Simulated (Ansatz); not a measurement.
**[BH4]− (SMILES [H][B-]([H])([H])[H]) at 6 levels**

Wanted: a comparison of 6 runs (B3LYP/6-31G, CAM-B3LYP/6-31G, UPBE/6-31G, r2SCAN0/3-21G, RPA@PBE/3-21G, BCCD(T)/3-21G) of [BH4]−. 

Program for the calculation: Ansatz 0.2.0.

## 1. The structure to begin with

[BH4]−: 5 atoms, total charge -1, spin state singlet. As SMILES, `[H][B-]([H])([H])[H]`. The H3–B1 distance was set to 2.458 Å, away from the relaxed value. At this shape a bond of the SMILES string is far longer than usual.

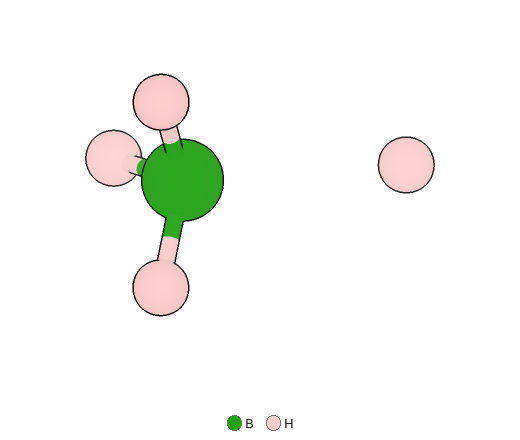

Viewed from a chosen angle; boron green, hydrogen pink.

## 2. A single-point energy at B3LYP/6-31G (run 1)

The input, run.yaml:

```yaml
basis:
  gaussian:
    orbitals: 6-31G
crystal:
  periodic: [false, false, false]
  atoms:
    - {symbol: B, position_ang: [-1.154681, -0.012220, 0.420721]}
    - {symbol: H, position_ang: [-1.142801, -0.032610, 1.649891]}
    - {symbol: H, position_ang: [1.154650, 0.011840, -0.420810]}
    - {symbol: H, position_ang: [-1.742281, 0.995780, 0.033211]}
    - {symbol: H, position_ang: [-1.733611, -1.010910, 0.000081]}
total_charge: -1
hamiltonian:
  xc: {name: B3LYP}
accuracy: high
```

The run is started by

```sh
$ ansatz run run.yaml --threads 1 --pin off --max-ram 2610MiB --events-out events.jsonl --progress --plain --runs-dir runs
```

What it wrote:

```text
Warning: RAYON_NUM_THREADS=1 ignored (pool sized by the plan → 1); use --threads N
Functional definition: B3LYP
  name "B3LYP"
  parameter a0 = 0.2
  parameter ax = 0.72
  parameter ac = 0.81
  exchange = (1 - a0 - ax)*slater_x + ax*b88_x + a0*exact_x
  correlation = (1 - ac)*vwn_rpa_c + ac*lyp_c
411 factors; integrals over basis functions are off by at most 2.4e-9 eV
mean field evaluation 1: about -737.5382 eV, gradient 1.3e1 eV
mean field evaluation 2: about -733.6683 eV, gradient 3.0e1 eV
mean field evaluation 4: about -738.6536 eV, gradient 4.0e-1 eV
mean field evaluation 8: about -738.6426 eV, gradient 1.9e-3 eV
mean field evaluation 16: about -738.6426 eV, gradient 2.7e-9 eV
mean field -738.64258487 eV, -27.1446143240 hartree, gradient 6.7e-9 eV, S^2 0.000000; 0 other end points of the search recorded, 0 dependent functions left out
reference -738.64261322 eV, -27.1446153658 hartree; 5, 5 occupied and 12, 12 virtual orbitals, 411 factors
Total energy: -738.64261322 eV, -27.1446153658 hartree
```

It took 0.58 s on 1 thread of Arm Neoverse V2, shared host.

## 3. The energy at CAM-B3LYP/6-31G (run 2)

run.yaml, as its differences from that of step 2:

```diff
@@ -1,4 +1 @@
-basis:
-  gaussian:
-    orbitals: 6-31G
 crystal:
@@ -11,5 +8,7 @@
     - {symbol: H, position_ang: [-1.733611, -1.010910, 0.000081]}
+basis:
+  gaussian: {orbitals: 6-31G}
 total_charge: -1
-hamiltonian:
-  xc: {name: B3LYP}
+magnetization: {spin_polarized: false}
+hamiltonian: {xc: {name: CAM-B3LYP}}
 accuracy: high
```

The run is started by

```sh
$ ansatz run run.yaml --threads 1 --pin off --max-ram 2610MiB --events-out events.jsonl --progress --plain --runs-dir runs
```

What it wrote:

```text
Warning: RAYON_NUM_THREADS=1 ignored (pool sized by the plan → 1); use --threads N
Functional definition: CAM-B3LYP
  name "CAM-B3LYP"
  parameter alpha = 0.19
  parameter beta = 0.46
  parameter omega = 0.33/bohr
[... 1 set-up line as earlier in the session ...]
  exchange = (1 - alpha - beta)*b88_x + beta*b88_x_sr(omega) + alpha*exact_x + beta*exact_x_lr(omega)
  correlation = (1 - ac)*vwn5_c + ac*lyp_c
411 factors; integrals over basis functions are off by at most 2.4e-9 eV
193 factors; integrals over basis functions are off by at most 1.4e-9 eV
mean field evaluation 1: about -736.3680 eV, gradient 1.4e1 eV
mean field evaluation 2: about -736.6390 eV, gradient 1.4e1 eV
mean field evaluation 4: about -737.5369 eV, gradient 1.9e-1 eV
mean field evaluation 8: about -737.5249 eV, gradient 2.8e-3 eV
mean field evaluation 16: about -737.5249 eV, gradient 4.7e-8 eV
mean field -737.52486535 eV, -27.1035388893 hartree, gradient 4.7e-8 eV, S^2 0.000000; 0 other end points of the search recorded, 0 dependent functions left out
reference -737.52487913 eV, -27.1035393956 hartree; 5, 5 occupied and 12, 12 virtual orbitals, 411 factors
Total energy: -737.52487913 eV, -27.1035393956 hartree
```

It took 0.7 s on 1 thread of Arm Neoverse V2, shared host.

## 4. A single-point energy at UPBE/6-31G (run 3)

The input, job.yaml:

```yaml
basis:
  gaussian:
    orbitals: 6-31G
crystal:
  periodic: [false, false, false]
  atoms:
    - {symbol: B, position_ang: [-1.154681, -0.012220, 0.420721]}
    - {symbol: H, position_ang: [-1.142801, -0.032610, 1.649891]}
    - {symbol: H, position_ang: [1.154650, 0.011840, -0.420810]}
    - {symbol: H, position_ang: [-1.742281, 0.995780, 0.033211]}
    - {symbol: H, position_ang: [-1.733611, -1.010910, 0.000081]}
total_charge: -1
magnetization:
  spin_polarized: true
  initial_magnetization: 0
hamiltonian:
  xc: pbe
accuracy: high
```

The run is started by

```sh
$ ansatz run job.yaml --threads 1 --pin off --max-ram 2610MiB --events-out events.jsonl --progress --plain --runs-dir runs
```

What it wrote:

```text
Warning: RAYON_NUM_THREADS=1 ignored (pool sized by the plan → 1); use --threads N
Functional definition: PBE
  name "PBE"
  parameter kappa = 0.804
  parameter beta = 0.06672455060314922
  exchange = pbe_x(kappa = kappa, mu = beta*pi^2/3)
  correlation = pbe_c(beta = beta)
411 factors; integrals over basis functions are off by at most 2.4e-9 eV
mean field evaluation 1: about -735.4613 eV, gradient 9.7e0 eV
mean field evaluation 2: about -725.5414 eV, gradient 2.8e1 eV
mean field evaluation 4: about -736.7461 eV, gradient 1.0e0 eV
mean field evaluation 8: about -736.7495 eV, gradient 2.1e-2 eV
mean field evaluation 16: about -736.7495 eV, gradient 1.8e-8 eV
mean field -736.74951103 eV, -27.0750451437 hartree, gradient 1.6e-8 eV, S^2 0.000000; 1 other end points of the search recorded, 0 dependent functions left out
reference -736.74951306 eV, -27.0750452182 hartree; 5, 5 occupied and 12, 12 virtual orbitals, 411 factors
Total energy: -736.74951306 eV, -27.0750452182 hartree
```

Wall time 0.91 s (1 thread of Arm Neoverse V2, shared host); peak memory 0.11 GiB.

Runs 4 to 5 aren't shown in full; the table further down has their settings and results.

## 5. A single-point energy at BCCD(T)/3-21G (run 6)

The input, molecule.yaml:

```yaml
crystal:
  periodic: [false, false, false]
  atoms:
    - {symbol: B, position_ang: [-1.154681, -0.012220, 0.420721]}
    - {symbol: H, position_ang: [-1.142801, -0.032610, 1.649891]}
    - {symbol: H, position_ang: [1.154650, 0.011840, -0.420810]}
    - {symbol: H, position_ang: [-1.742281, 0.995780, 0.033211]}
    - {symbol: H, position_ang: [-1.733611, -1.010910, 0.000081]}
basis:
  gaussian: {orbitals: 3-21G.json}
total_charge: -1
correlation: {method: bccd_t, frozen_orbitals: {B: 1, H: 0}}
accuracy: high
scf: {omitted_lower_state_checks: [cluster_reference, increment]}
```

The basis set 3-21G is read from a file made from the Basis Set Exchange's data (not shown).

The run is started by

```sh
$ ansatz run molecule.yaml --threads 1 --pin off --max-ram 2610MiB --events-out events.jsonl --progress --plain --runs-dir runs
```

What it wrote (excerpt; [...] marks lines left out):

```text
Warning: RAYON_NUM_THREADS=1 ignored (pool sized by the plan → 1); use --threads N
Functional definition: HF
  name "HF"
[...]
337 factors; integrals over basis functions are off by at most 4.3e-9 eV
[...]
mean field -726.67320108 eV, -26.7047475831 hartree, gradient 6.7e-9 eV, S^2 0.000000; 0 other end points of the search recorded, 0 dependent functions left out; unrestricted orbitals would lower it
1 core orbitals not correlated: weight in the atoms' cores, before any rotation towards them, 1.000 or more for the frozen orbitals, at most 0.000 for the correlated occupied ones
reference -726.67320108 eV, -26.7047475831 hartree; 4, 4 occupied and 12, 12 virtual orbitals, 337 factors
second order -2.12314974 eV of doubles, -0.00000000 eV of singles
cycle   1  -2.58976480 eV  change   -4.7e-1 eV  update   8.8e-2
[...]
cycle  21  -2.94371110 eV  change   6.4e-10 eV  update  2.6e-10
perturbative correction -0.09617372 eV, -0.0035343189 hartree
Total energy: -729.71308590 eV, -26.8164612894 hartree
Checks for a lower state left out: cluster_reference, increment
```

Run time: 0.14 s. Hardware: 1 thread of Arm Neoverse V2, shared host.

## 6. The series

```
run            level  frozen core orbitals  energy (Eh)  wall time
  1      B3LYP/6-31G                     –   -27.144615     0.58 s
  2  CAM-B3LYP/6-31G                     –   -27.103539      0.7 s
  3       UPBE/6-31G                     –   -27.075045     0.91 s
  4    r2SCAN0/3-21G                     –   -26.956070      1.2 s
  5    RPA@PBE/3-21G                     1   -26.876821     0.75 s
  6    BCCD(T)/3-21G                     1   -26.816461     0.14 s
```

## 7. Results

| quantity | value |
| --- | --- |
| run 6: total energy | -26.81646 Eh |
| run 6: correlation energy (1 core orbital frozen) | -111.7 mEh |
| run 6: (T) correction | -3.53 mEh |

In words: Totals of different functionals can't be ranked against each other. In run 6 the log says that unrestricted orbitals would lower the reference, so the values rest on an unstable closed-shell determinant (other closed-shell runs at this shape may share the fault). All runs together took 4.3 s, the longest 1.2 s.
